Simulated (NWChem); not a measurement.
# Property calculation of SnH₃F

The run: property calculation of SnH₃F. Method and program: BP86/def2-SVP, RKS, core potentials def2-SVP (NWChem 7.3.0).

The geometry comes from this level: PBE0-D4/def2-TZVP.

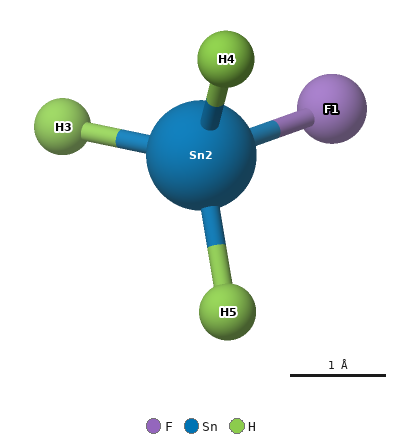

**Figure 1.** The input geometry (ball-and-stick view, seen at a tilt; atoms are numbered from 1 in the order of the input). Sticks mark near contacts. Bond lengths as drawn: F–Sn 1.93 Å and H–Sn 1.70 Å.

Input file
```
start fh3sn
title "FH3Sn properties"
memory 2200 mb

geometry units angstrom noautosym nocenter noautoz
  load fh3sn.xyz
end

basis "ao basis" spherical bse
  * library def2-SVP
end

ecp bse
  Sn library def2-SVP
end

dft
  xc becke88 perdew86
  grid fine
  convergence energy 1e-08
  iterations 100
  mulliken
  noprint "final vectors analysis"
end

property
  dipole
  quadrupole
  mulliken
end

task dft property
```

File fh3sn.xyz
```
5
FH3Sn properties
F     -1.285000     0.718300     1.005000
Sn     0.100400    -0.065900    -0.079000
H     -0.528400    -0.054800    -1.659100
H      0.318900    -1.626500     0.560600
H      1.444100     0.955200     0.131000
```

Command:
```bash
nwchem fh3sn.nw > fh3sn.out
```

Output
```
Northwest Computational Chemistry Package (NWChem) 7.3.0
             --------------------------------------------------------

           Job information
           ---------------

    nwchem branch   = 7.3.0
    use scalapack   = T
    input           = fh3sn.nw
    prefix          = fh3sn.
    data base       = ./fh3sn.db
    status          = startup
    nproc           =        1

           Memory information
           ------------------

    heap     =     72089600 doubles =      550.0 Mbytes
    stack    =     72089597 doubles =      550.0 Mbytes
    global   =    144179200 doubles =     1100.0 Mbytes (distinct from heap & stack)
    total    =    288358397 doubles =     2200.0 Mbytes
    verify   = yes
    hardfail = no

           Directory information
           ---------------------

  0 permanent = .
  0 scratch   = .

                                NWChem Input Module
                                -------------------

                                 FH3Sn properties
                                 ----------------

 Scaling coordinates for geometry "geometry" by  1.889725989
 (inverse scale =  0.529177249)

                             Geometry "geometry" -> ""
                             -------------------------

 Output coordinates in angstroms (scale by  1.889725989 to convert to a.u.)

  No.       Tag          Charge          X              Y              Z
 ---- ---------------- ---------- -------------- -------------- --------------
    1 F                    9.0000    -1.28500000     0.71830000     1.00500000
    2 Sn                  50.0000     0.10040000    -0.06590000    -0.07900000
    3 H                    1.0000    -0.52840000    -0.05480000    -1.65910000
    4 H                    1.0000     0.31890000    -1.62650000     0.56060000
    5 H                    1.0000     1.44410000     0.95520000     0.13100000

      Atomic Mass
      -----------

      F                 18.998400
      Sn               117.901800
      H                  1.007825

 Effective nuclear repulsion energy (a.u.)     175.8415507589

            Nuclear Dipole moment (a.u.)
            ----------------------------
        X                 Y               Z
 ---------------- ---------------- ----------------
   -10.0352008898     4.6177344257     7.7998440179

            XYZ format geometry
            -------------------
     5
 geometry
 F                    -1.28500000     0.71830000     1.00500000
 Sn                    0.10040000    -0.06590000    -0.07900000
 H                    -0.52840000    -0.05480000    -1.65910000
 H                     0.31890000    -1.62650000     0.56060000
 H                     1.44410000     0.95520000     0.13100000

 ==============================================================================
                                internuclear distances
 ------------------------------------------------------------------------------
       center one      |      center two      | atomic units |  angstroms
 ------------------------------------------------------------------------------
    2 Sn               |   1 F                |     3.63955  |     1.92597
    3 H                |   2 Sn               |     3.21377  |     1.70066
    4 H                |   2 Sn               |     3.21381  |     1.70068
    5 H                |   2 Sn               |     3.21380  |     1.70067
 ------------------------------------------------------------------------------
                         number of included internuclear distances:          4
 ==============================================================================

 ==============================================================================
                                 internuclear angles
 ------------------------------------------------------------------------------
        center 1       |       center 2       |       center 3       |  degrees
 ------------------------------------------------------------------------------
    1 F                |   2 Sn               |   3 H                |   104.73
    1 F                |   2 Sn               |   4 H                |   104.74
    1 F                |   2 Sn               |   5 H                |   104.74
    3 H                |   2 Sn               |   4 H                |   113.76
    3 H                |   2 Sn               |   5 H                |   113.76
    4 H                |   2 Sn               |   5 H                |   113.77
 ------------------------------------------------------------------------------
                            number of included internuclear angles:          6
 ==============================================================================

 Summary of "ao basis" -> "" (spherical)
 ------------------------------------------------------------------------------
       Tag                 Description            Shells   Functions and Types
 ---------------- ------------------------------  ------  ---------------------
 *                          def2-SVP                  on all atoms

                 ECP       "ecp basis" -> "" (cartesian)
                -----
  [basis functions not shown]

                                 NWChem DFT Module
                                 -----------------

                                 FH3Sn properties

                      Basis "ao basis" -> "ao basis" (spherical)
                      -----
  [basis functions not shown]

 Summary of "ao basis" -> "ao basis" (spherical)
 ------------------------------------------------------------------------------
       Tag                 Description            Shells   Functions and Types
 ---------------- ------------------------------  ------  ---------------------
 F                          def2-SVP                 6       14   3s2p1d
 Sn                         def2-SVP                10       26   4s4p2d
 H                          def2-SVP                 3        5   2s1p

 Summary of "ao basis" -> "ao basis" (spherical)
 ------------------------------------------------------------------------------
       Tag                 Description            Shells   Functions and Types
 ---------------- ------------------------------  ------  ---------------------
 F                          def2-SVP                 6       14   3s2p1d
 Sn                         def2-SVP                10       26   4s4p2d
 H                          def2-SVP                 3        5   2s1p

  Caching 1-el integrals

            General Information
            -------------------
          SCF calculation type: DFT
          Wavefunction type:  closed shell.
          No. of atoms     :     5
          No. of electrons :    34
           Alpha electrons :    17
            Beta electrons :    17
          Charge           :     0
          Spin multiplicity:     1
          Use of symmetry is: off; symmetry adaption is: off
          Maximum number of iterations: 100
          AO basis - number of functions:    55
                     number of shells:    25
          Convergence on energy requested:  1.00D-08
          Convergence on density requested:  1.00D-05
          Convergence on gradient requested:  5.00D-04

              XC Information
              --------------
                    Becke 1988 Exchange Functional  1.000
                Perdew 1981 Correlation Functional  1.000 local
                Perdew 1986 Correlation Functional  1.000 non-local

             Grid Information
             ----------------
          Grid used for XC integration:  fine
          Radial quadrature: Mura-Knowles
          Angular quadrature: Lebedev.
          Tag              B.-S. Rad. Rad. Pts. Rad. Cut. Ang. Pts.
          ---              ---------- --------- --------- ---------
          F                   0.50       70           8.0       590
          Sn                  1.45      141           8.0       974
          H                   0.35       60           9.0       590
          Grid pruning is: on
          Number of quadrature shells:   391
          Spatial weights used:  Erf1

          Convergence Information
          -----------------------
          Convergence aids based upon iterative change in
          total energy or number of iterations.
          Levelshifting, if invoked, occurs when the
          HOMO/LUMO gap drops below (HL_TOL):  1.00D-02
          DIIS, if invoked, will attempt to extrapolate
          using up to (NFOCK): 10 stored Fock matrices.

                    Damping( 0%)  Levelshifting(0.5)       DIIS
                  --------------- ------------------- ---------------
          dE  on:    start            ASAP                start
          dE off:    2 iters        100 iters           100 iters

      Screening Tolerance Information
      -------------------------------
          Density screening/tol_rho:  1.00D-11
          AO Gaussian exp screening on grid/accAOfunc:  18
          CD Gaussian exp screening on grid/accCDfunc:  20
          XC Gaussian exp screening on grid/accXCfunc:  20
          Schwarz screening/accCoul:  1.00D-09

      Superposition of Atomic Density Guess
      -------------------------------------

 Sum of atomic energies:        -349.88609140

      Non-variational initial energy
      ------------------------------

 Total energy =    -314.139741
 1-e energy   =    -676.800864
 2-e energy   =     282.196136
 HOMO         =      -0.383944
 LUMO         =       0.009700

   Time after variat. SCF:      0.3

     ---------------------------------------------
      Total Density - Mulliken Population Analysis
     ---------------------------------------------

    Atom       Charge   Shell Charges
 -----------   ------   -------------------------------------------------------
    1 F    9     9.74   1.99  1.15  0.81  3.56  2.22  0.00
    2 Sn  22    20.93   0.42  1.60  0.91  0.34  2.75  3.25  1.05  0.54  9.76  0.32
    3 H    1     1.11   0.65  0.45  0.01
    4 H    1     1.11   0.65  0.45  0.01
    5 H    1     1.11   0.65  0.45  0.01
   Time prior to 1st pass:      0.3

 Grid_pts file          = ./fh3sn.gridpts.0
 Record size in doubles =  12289        No. of grid_pts per rec  =   3070
 Max. records in memory =    138        Max. recs in file   = *********

           Memory utilization after 1st SCF pass:
           Heap Space remaining (MW):       36.83            36829792
          Stack Space remaining (MW):       72.09            72089140

   convergence    iter        energy       DeltaE   RMS-Dens  Diis-err    time
 ---------------- ----- ----------------- --------- --------- ---------  ------
 d= 0,ls=0.0,diis     1   -315.8893313147 -3.96D+02  4.72D-02  5.63D-01     1.1
 d= 0,ls=0.0,diis     2   -315.2684566186  6.21D-01  3.23D-02  7.33D+00     1.7
 d= 0,ls=0.0,diis     3   -315.9678833146 -6.99D-01  3.30D-03  1.37D-02     2.4
 d= 0,ls=0.0,diis     4   -315.9694664954 -1.58D-03  1.16D-03  3.08D-03     3.0
 d= 0,ls=0.0,diis     5   -315.9698839891 -4.17D-04  1.05D-04  6.19D-05     3.7
  Resetting Diis
 d= 0,ls=0.0,diis     6   -315.9698894287 -5.44D-06  1.05D-05  1.00D-06     4.4
 d= 0,ls=0.0,diis     7   -315.9698895029 -7.42D-08  9.93D-06  5.64D-08     5.1
 d= 0,ls=0.0,diis     8   -315.9698894786  2.43D-08  5.97D-06  3.34D-07     5.8
 d= 0,ls=0.0,diis     9   -315.9698895096 -3.11D-08  8.18D-07  1.33D-09     6.4
 d= 0,ls=0.0,diis    10   -315.9698895099 -2.19D-10  1.43D-07  8.99D-11     7.1

         Total DFT energy =     -315.969889509859
      One electron energy =     -678.074794153068
           Coulomb energy =      311.384131846102
    Exchange-Corr. energy =      -29.744215169177
 Nuclear repulsion energy =       80.464987966284

 Numeric. integr. density =       33.999998000931

     Total iterative time =      6.8s

     ---------------------------------------------
      Total Density - Mulliken Population Analysis
     ---------------------------------------------

    Atom       Charge   Shell Charges
 -----------   ------   -------------------------------------------------------
    1 F    9     9.40   1.99  1.12  0.84  3.31  2.13  0.00
    2 Sn  22    21.37   0.42  1.60  1.13  0.19  2.77  3.25  1.43  0.43  9.69  0.46
    3 H    1     1.08   0.69  0.38  0.01
    4 H    1     1.08   0.69  0.38  0.01
    5 H    1     1.08   0.69  0.38  0.01

     -------------------------------------------
      Total Density - Lowdin Population Analysis
     -------------------------------------------

    Atom       Charge   Shell Charges
 -----------   ------   -------------------------------------------------------
    1 F    9     9.30   1.98  1.03  0.81  3.19  2.28  0.00
    2 Sn  22    21.46   0.77  1.18  0.75  0.41  2.86  3.01  1.38  0.80  9.43  0.88
    3 H    1     1.08   0.60  0.45  0.03
    4 H    1     1.08   0.60  0.45  0.03
    5 H    1     1.08   0.60  0.45  0.03

 center of mass
 --------------
 x =  -0.15303438 y =   0.06948586 z =   0.11890266

 moments of inertia (a.u.)
 ------------------
         129.246956596545          60.717412760865          83.930095757179
          60.717412760865         202.143653895473         -47.508199408818
          83.930095757179         -47.508199408818         170.843378656007

     Multipole analysis of the density
     ---------------------------------

     L   x y z        total         alpha         beta         nuclear
     -   - - -        -----         -----         ----         -------
     0   0 0 0     -0.000000    -17.000000    -17.000000     34.000000

     1   1 0 0      0.694984      8.021291      8.021291    -15.347599
     1   0 1 0     -0.393367     -4.249012     -4.249012      8.104657
     1   0 0 1     -0.543711     -6.261815     -6.261815     11.979918

     2   2 0 0    -24.616011    -43.642518    -43.642518     62.669026
     2   1 1 0      0.842477     13.925271     13.925271    -27.008065
     2   1 0 1      1.180370     19.432369     19.432369    -37.684368
     2   0 2 0    -23.576786    -26.608396    -26.608396     29.640006
     2   0 1 1     -0.658836    -10.892254    -10.892254     21.125673
     2   0 0 2    -24.029797    -33.997608    -33.997608     43.965420

          -------------
          Dipole Moment
          -------------

 Center of charge (in au) is the expansion point
         X =      -0.4514000 Y =       0.2383723 Z =       0.3523505

   Dipole moment        0.9661065701 A.U.
             DMX        0.6949835187 DMXEFC        0.0000000000
             DMY       -0.3933671562 DMYEFC        0.0000000000
             DMZ       -0.5437114067 DMZEFC        0.0000000000
   -EFC- dipole         0.0000000000 A.U.
   Total dipole         0.9661065701 A.U.

   Dipole moment        2.4556165230 Debye(s)
             DMX        1.7664852560 DMXEFC        0.0000000000
             DMY       -0.9998471374 DMYEFC        0.0000000000
             DMZ       -1.3819869935 DMZEFC        0.0000000000
   -EFC- dipole         0.0000000000 DEBYE(S)
   Total dipole         2.4556165230 DEBYE(S)

 1 a.u. = 2.541766 Debyes

          -----------------
          Quadrupole Moment
          -----------------

 Center of charge (in au) is the expansion point
         X =      -0.4514000 Y =       0.2383723 Z =       0.3523505

 < R**2 > = 194.217963 a.u.  ( 1 a.u. = 0.280023 10**(-16) cm**2 )
 ( also called diamagnetic susceptibility )

   Second moments in atomic units

   Component  Electronic+nuclear     Point charges             Total
  --------------------------------------------------------------------------
      XX          -23.9885798920          0.0000000000        -23.9885798920
      YY          -23.3892501404          0.0000000000        -23.3892501404
      ZZ          -23.6466430308          0.0000000000        -23.6466430308
      XY            0.4992466355          0.0000000000          0.4992466355
      XZ            0.6900610667          0.0000000000          0.6900610667
      YZ           -0.3906275898          0.0000000000         -0.3906275898

   Second moments in buckingham(s)

   Component  Electronic+nuclear     Point charges             Total
  --------------------------------------------------------------------------
      XX          -32.2625049711          0.0000000000        -32.2625049711
      YY          -31.4564597956          0.0000000000        -31.4564597956
      ZZ          -31.8026303252          0.0000000000        -31.8026303252
      XY            0.6714422918          0.0000000000          0.6714422918
      XZ            0.9280707193          0.0000000000          0.9280707193
      YZ           -0.5253593425          0.0000000000         -0.5253593425

   Quadrupole moments in atomic units

   Component  Electronic+nuclear     Point charges             Total
  --------------------------------------------------------------------------
      XX           -0.4706333064          0.0000000000         -0.4706333064
      YY            0.4283613210          0.0000000000          0.4283613210
      ZZ            0.0422719854          0.0000000000          0.0422719854
      XY            0.7488699533          0.0000000000          0.7488699533
      XZ            1.0350916000          0.0000000000          1.0350916000
      YZ           -0.5859413847          0.0000000000         -0.5859413847

   Quadrupole moments in buckingham(s)

   Component  Electronic+nuclear     Point charges             Total
  --------------------------------------------------------------------------
      XX           -0.6329599107          0.0000000000         -0.6329599107
      YY            0.5761078526          0.0000000000          0.5761078526
      ZZ            0.0568520581          0.0000000000          0.0568520581
      XY            1.0071634377          0.0000000000          1.0071634377
      XZ            1.3921060789          0.0000000000          1.3921060789
      YZ           -0.7880390137          0.0000000000         -0.7880390137

 1 a.u. = 1.344911 Buckinghams = 1.344911 10**(-26) esu*cm**2

          ----------------------------
          Mulliken population analysis
          ----------------------------

 Total      S,P,D,... shell population
 --------------------------------
    Atom          S        P        D
 --------------------------------------------------------------------------------------
     1 F      3.94750   5.44557   0.00289
     2 Sn     3.33742   7.87950  10.15040
     3 H      1.07011   0.00881   0.00000
     4 H      1.07010   0.00881   0.00000
     5 H      1.07010   0.00881   0.00000

          ----- Total      gross population on atoms ----

              1  F    9.0     9.39596
              2  Sn  50.0    21.36731
              3  H    1.0     1.07891
              4  H    1.0     1.07891
              5  H    1.0     1.07891

          ----- Bond indices -----
  1- 1   0.00000  1- 2   0.94683  1- 3   0.02139  1- 4   0.02139  1- 5   0.02139
  2- 1   0.94683  2- 2   0.00000  2- 3   0.89253  2- 4   0.89252  2- 5   0.89252
  3- 1   0.02139  3- 2   0.89253  3- 3   0.00000  3- 4   0.03112  3- 5   0.03112
  4- 1   0.02139  4- 2   0.89252  4- 3   0.03112  4- 4   0.00000  4- 5   0.03112
  5- 1   0.02139  5- 2   0.89252  5- 3   0.03112  5- 4   0.03112  5- 5   0.00000

 Large bond indices
 ------------------
  1   F -  2   Sn   0.94683
  2   Sn-  3   H    0.89253
  2   Sn-  4   H    0.89252
  2   Sn-  5   H    0.89252

                                                                Free electrons             Valency
                              Number of         Sum of          + Bond indices         - Bond indices
                Valency     Free electrons    Bond indices     =Mulliken charge     = Net spin population
     1  F       1.01100        8.38497          1.01100           9.39596                 0.00000
     2  Sn      3.62441       17.74290          3.62441          21.36731                -0.00000
     3  H       0.97615        0.10276          0.97615           1.07891                 0.00000
     4  H       0.97615        0.10275          0.97615           1.07891                -0.00000
     5  H       0.97615        0.10275          0.97615           1.07891                -0.00000

 Task  times  cpu:        7.1s     wall:        7.1s
 Total times  cpu:        7.2s     wall:        7.2s
```

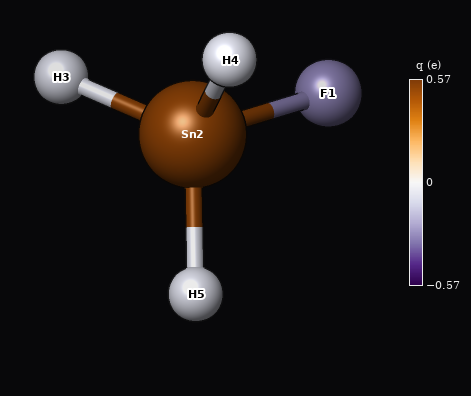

**Figure 2.** Löwdin charges, as the colour of each atom (ball-and-stick view, seen at a tilt; atoms are numbered from 1 in the order of the input). By element: F −0.30, Sn +0.54 and H −0.08 e.

Key numbers

| quantity | value |
| --- | --- |
| outcome | converged |
| total energy | −315.969890 hartree |
| basis functions | 55 |
| dipole moment | 2.46 D |
| hardware | 1 thread of AMD EPYC (Zen 3), 24 GiB of memory available, shared host |
| wall time | 7.8 s |
| peak memory | 0.11 GiB |
